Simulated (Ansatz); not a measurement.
**GeH2F (SMILES [F][GeH2]) at UPBE0/STO-3G**

Aim: the electronic atomisation energy of GeH2F at UPBE0/STO-3G, from 4 runs. 

Program for the calculation: Ansatz 0.2.0.

61 further runs of the same task are left out: 18 that didn't finish, 43 set aside as unsound or not needed.

## Step 1: The system as given

GeH2F: 4 atoms, total charge 0, spin state doublet. SMILES: `[F][GeH2]`. Geometry: relaxed at PBE0-D4/def2-TZVP.

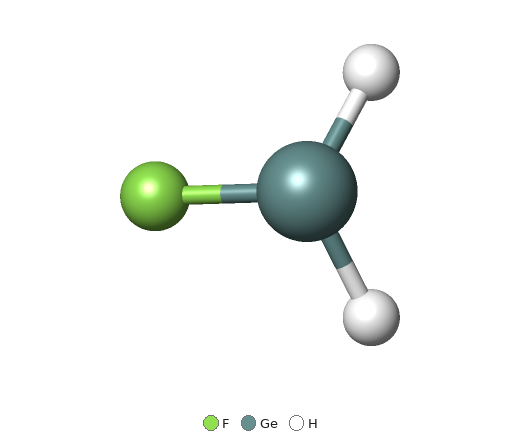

The structure, seen from a chosen angle (fluorine green, germanium teal, hydrogen white).

## Step 2: The energy at UPBE0/STO-3G

The input, input.yaml:

```yaml
crystal:
  periodic: [false, false, false]
  atoms:
    - {symbol: F, position_ang: [0.138200, -0.585400, 1.442000]}
    - {symbol: Ge, position_ang: [0.305700, -0.223200, -0.257100]}
    - {symbol: H, position_ang: [-1.078800, -0.527800, -0.882000]}
    - {symbol: H, position_ang: [0.690400, 1.276000, -0.323100]}
basis:
  gaussian: {orbitals: STO-3G}
hamiltonian: {xc: {name: PBE0}}
accuracy: high
magnetization: {spin_polarized: true, initial_magnetization: 1}
```

On the command line:

```
$ ansatz run input.yaml --threads 1 --pin off --max-ram 2610MiB --events-out events.jsonl --progress --plain --runs-dir runs
```

Output:

```text
Warning: RAYON_NUM_THREADS=1 ignored (pool sized by the plan → 1); use --threads N
Functional definition: PBE0
  name "PBE0"
  parameter a = 0.25
  parameter kappa = 0.804
  parameter beta = 0.06672455060314922
  exchange = (1 - a)*pbe_x(kappa = kappa, mu = beta*pi^2/3) + a*exact_x
  correlation = pbe_c(beta = beta)
357 factors; integrals over basis functions are off by at most 4.5e-9 eV
mean field evaluation 1: about -58556.6800 eV, gradient 3.3e1 eV
mean field evaluation 2: about -58549.8582 eV, gradient 4.8e1 eV
mean field evaluation 4: about -58566.5397 eV, gradient 3.9e0 eV
mean field evaluation 8: about -58566.6622 eV, gradient 8.1e-2 eV
mean field evaluation 16: about -58566.6624 eV, gradient 1.1e-5 eV
mean field -58566.66240526 eV, -2152.2851454839 hartree, gradient 7.0e-8 eV, S^2 0.751173; 0 other end points of the search recorded, 0 dependent functions left out
reference -58566.66240642 eV, -2152.2851455265 hartree; 22, 21 occupied and 3, 4 virtual orbitals, 357 factors
Total energy: -58566.66240642 eV, -2152.2851455265 hartree
```

It took 2.1 s on 1 thread of Arm Neoverse V1, shared host; peak memory 0.13 GiB.

## Step 3: The F atom

The input, job.yaml:

```yaml
crystal:
  periodic: [false, false, false]
  atoms:
    - {symbol: F, position_ang: [0.000000, 0.000000, 0.000000]}
basis:
  gaussian:
    orbitals: STO-3G
magnetization:
  spin_polarized: true
  initial_magnetization: 1
hamiltonian:
  xc: pbe0
accuracy: high
```

Run the same way, it converges to -98.20282 Eh (log not shown).

## Step 4: The Ge atom

The input, job.yaml:

```yaml
crystal:
  periodic: [false, false, false]
  atoms:
    - {symbol: Ge, position_ang: [0.000000, 0.000000, 0.000000]}
basis:
  gaussian:
    orbitals: STO-3G
magnetization:
  spin_polarized: true
  initial_magnetization: 2
hamiltonian:
  xc: pbe0
accuracy: high
```

Run the same way, it converges to -2052.65026 Eh (log not shown).

## Step 5: The H atom, same level

The input, job.yaml:

```yaml
crystal:
  periodic: [false, false, false]
  atoms:
    - {symbol: H, position_ang: [0.000000, 0.000000, 0.000000]}
basis:
  gaussian:
    orbitals: STO-3G
magnetization:
  spin_polarized: true
  initial_magnetization: 1
hamiltonian:
  xc: {name: PBE0}
accuracy: high
```

On the command line:

```
$ ansatz run job.yaml --threads 1 --pin off --max-ram 2610MiB --events-out events.jsonl --progress --plain --runs-dir runs
```

Output:

```text
Warning: RAYON_NUM_THREADS=1 ignored (pool sized by the plan → 1); use --threads N
[... 7 set-up lines as earlier in the session ...]
1 factors; integrals over basis functions are off by at most 4.6e-10 eV
mean field evaluation 1: about -12.6944 eV, gradient 0.0e0 eV
mean field evaluation 2: about -12.6944 eV, gradient 0.0e0 eV
mean field -12.69435959 eV, -0.4665091103 hartree, gradient 0.0e0 eV, S^2 0.750000; 0 other end points of the search recorded, 0 dependent functions left out
reference -12.69436041 eV, -0.4665091406 hartree; 1, 0 occupied and 0, 1 virtual orbitals, 1 factors
Total energy: -12.69436041 eV, -0.4665091406 hartree
```

It took 0.08 s on 1 thread of Arm Neoverse V1, shared host.

## Step 6: Summary of results

Level: UPBE0/STO-3G.

| quantity | value |
| --- | --- |
| molecule: total energy | -2152.28515 Eh |
| molecule: ⟨S²⟩ | 0.751 |
| F atom: total energy | -98.20282 Eh |
| F atom: ⟨S²⟩ | 0.750 |
| Ge atom: total energy | -2052.65026 Eh |
| Ge atom: ⟨S²⟩ | 2.188 |
| H atom: total energy | -0.46651 Eh |
| H atom: ⟨S²⟩ | 0.750 |
| electronic atomisation energy | 13.580 eV |

Taking the molecule apart into free atoms costs 13.58 eV (1310 kJ/mol), before zero-point energy and without spin-orbit coupling. In a minimal basis such a difference can be off by several eV, whatever the method. ⟨S²⟩ (Ge atom) is 2.19 where a pure triplet has 2.00: the reference is spin-contaminated.
